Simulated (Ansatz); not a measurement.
C3H7AlF2O (SMILES CC(C)[O][Al]([F])[F])

```csv
atom,x (Å),y (Å),z (Å)
C,-0.4522,-1.3074,0.6791
C,0.6480,-0.3027,0.3812
C,1.0468,-0.2957,-1.0850
Al,-1.0037,1.9922,0.2935
F,-2.0791,1.5365,-0.8785
F,-1.1854,3.4764,0.9864
O,0.2514,0.9898,0.7855
H,-0.1382,-2.3335,0.4352
H,-0.7220,-1.2754,1.7454
H,-1.3510,-1.0762,0.0823
H,1.5353,-0.5602,0.9876
H,1.8353,0.4507,-1.2641
H,1.4254,-1.2783,-1.4049
H,0.1764,-0.0454,-1.7152
```

Geometry: PBE0-D4/def2-SVP.

Level of theory: isolated molecule in a Gaussian basis; Kohn-Sham density functional theory, functional PBE0 in Ansatz.

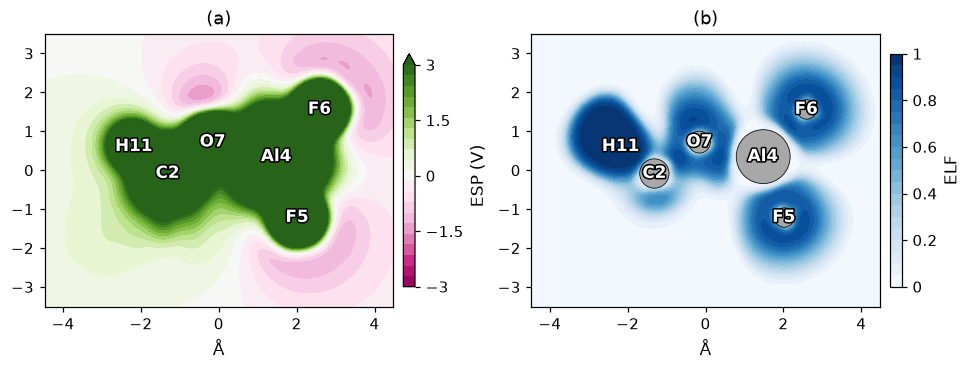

Figure 1. (a) molecular electrostatic potential; (b) ELF on the plane of atoms F5, Al4 and F6. Grey discs cover the atomic cores in the ELF map.

Question: Read the bonding off the picture.

Answer: Atoms in the plane: C, Al, F, O and H.
C–O (1.41 Å): the ELF peaks at about 0.90 between the atoms, as expected for a shared but strongly polarised pair.
Al–F (1.65 Å): the ELF peaks at about 0.85 in the valence shell of F, 0.6 Å from its nucleus, and is about 0.30 at the midpoint.
Al–O (1.68 Å): the ELF peaks at about 0.85 in the valence shell of O, 0.6 Å from its nucleus, and is about 0.40 at the midpoint.
C–H (1.11 Å): the ELF climbs to about 1 towards the hydrogen, as it does in any bond to H: an ordinary covalent bond to hydrogen.
The ELF also peaks beside F5, O7 and F6, away from the bonds: lone-pair regions.
Outside the dense part of the molecule the potential is most negative (−1.5 V) near O7.

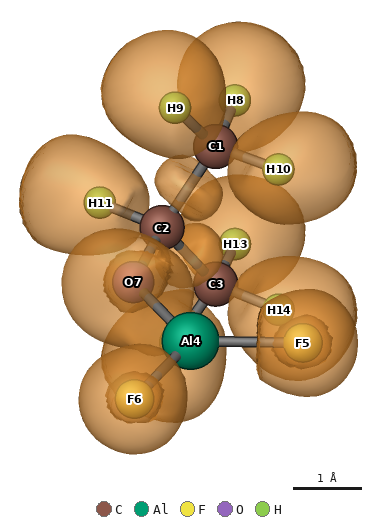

Figure 2. Isosurface of the electron localisation function at 0.75 (orange), seen at an oblique angle. Core shells and regions of very low density are left out.

Question: Where are the electrons localised?

Answer: At this value the surface marks out two regions between bonded C–C atoms (shared pairs), seven regions around hydrogen nuclei, one region on O in which the atom's valence shell and bonds are merged and two regions wrapped around F (the valence shell of each). Along the contacts the grid gives the following. C–C (1.52 Å): the ELF peaks at about 0.95 between the atoms: a covalent bond.

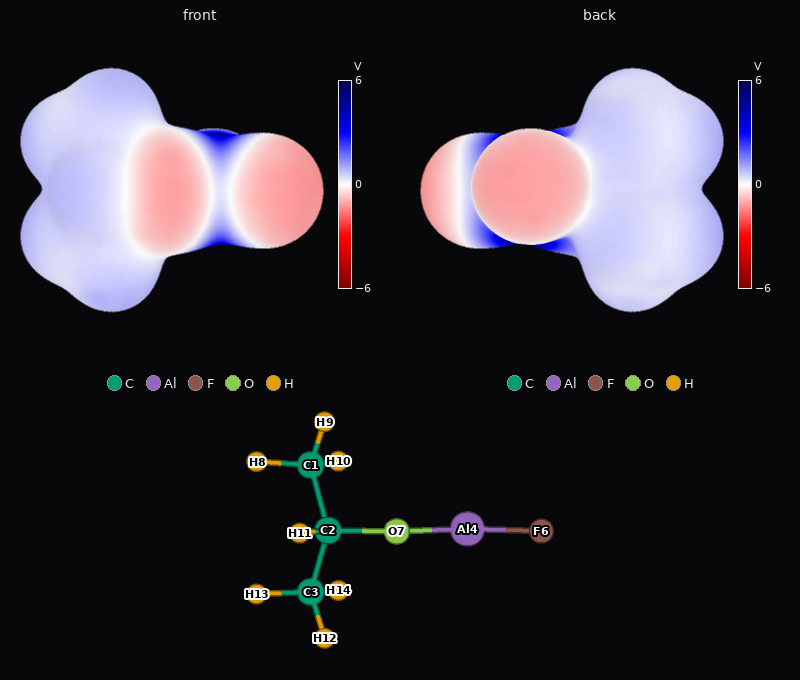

Figure 3. The electrostatic potential painted on the density surface at 0.002 e/bohr³, seen from the front and from behind; red is negative and blue positive. The bare structure is drawn below in the same view.

Question: Where is the surface potential most negative and most positive?

Answer: The most negative region (about −1.2 V) lies over F6, the most positive (about +5.0 V) over Al4.

Question: How polar is the molecule by this calculation?

Answer: Its dipole moment is 2.46 D.

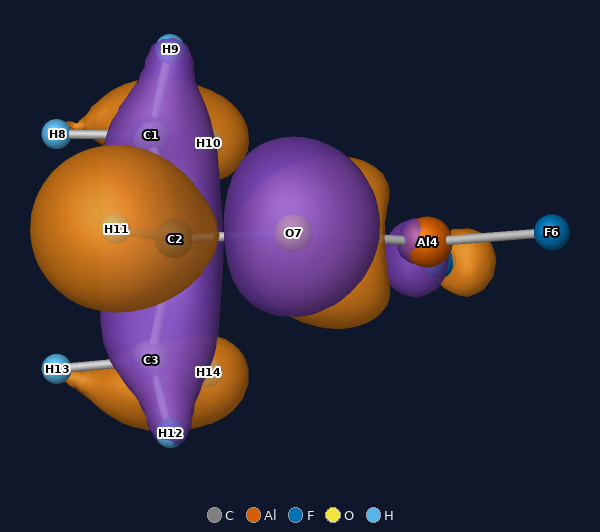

Figure 4. The HOMO−1 at ±0.1 Å⁻³ᐟ² (orange and purple are the two phases), seen across its widest extent.

Question: What is the character of this orbital?

Answer: By Hirshfeld shares it lies mainly on O7 (about 40 %), C2 (about 15 %), H11 (about 10 %), C1 (about 5 %) and C3 (about 5 %). Its energy is −8.71 eV.
